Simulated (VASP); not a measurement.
Band structure of TiCo (CsCl type). Computed with vdW-DF2, VASP's PBE PAW potentials (set 64) (plane waves; VASP 6.6.1).

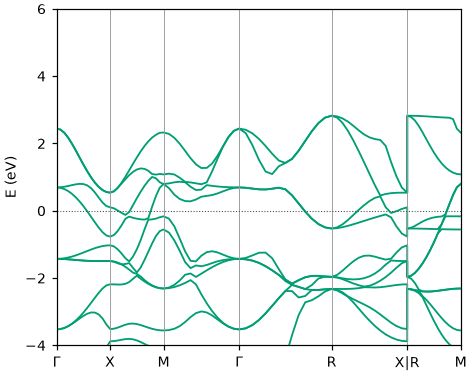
Figure: Bands along high-symmetry lines, zero at the valence-band maximum or, without a gap, the Fermi level

Q: Read the plot: is there a gap, and where are the band edges?

A: It has no gap at this level: it comes out as a metal or semimetal. (Edges off the drawn lines would not show.)

The compound is TiCo in the CsCl type structure. It was relaxed first. The run is not spin-polarised, so no magnetic state was tried. The electron count is odd and the run is not spin-polarised, which forces a metal.
